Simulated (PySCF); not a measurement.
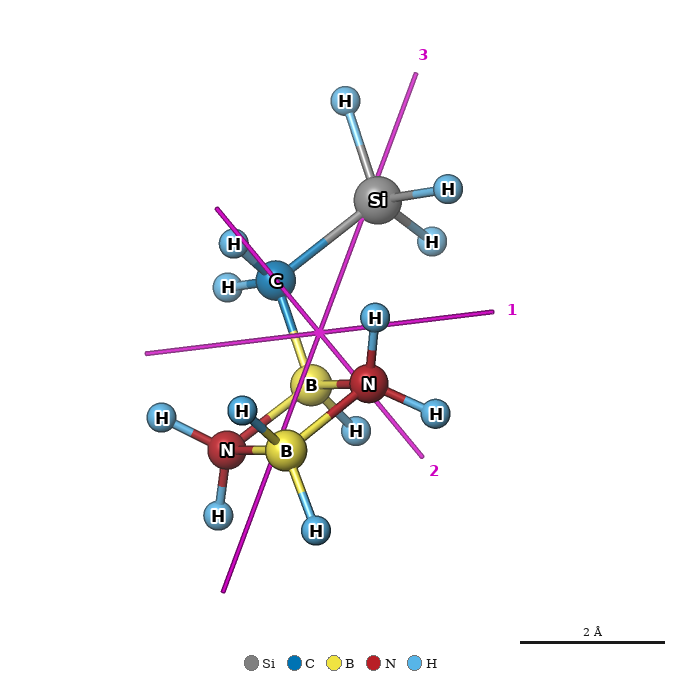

The three principal axes of inertia are drawn and numbered. Distant atoms are faded towards the background colour. Computed geometry: PBE0-D3(BJ)/def2-SVP optimisation. No frequency run is at hand to confirm it as a minimum. Masses are those of the most abundant isotopes; constants are for the rigid equilibrium geometry.

Which line is the a axis (least moment of inertia), which b and which c?

Answer. a is line 3, b is line 1, c is line 2; the moments are 81.4, 361, 405 u Å².

What kind of rotor is it, and what are its rotational constants in MHz?

Answer. An asymmetric top (C1): A = 6212, B = 1402, C = 1247 MHz. Ray's parameter κ is −0.94, close to the prolate limit.
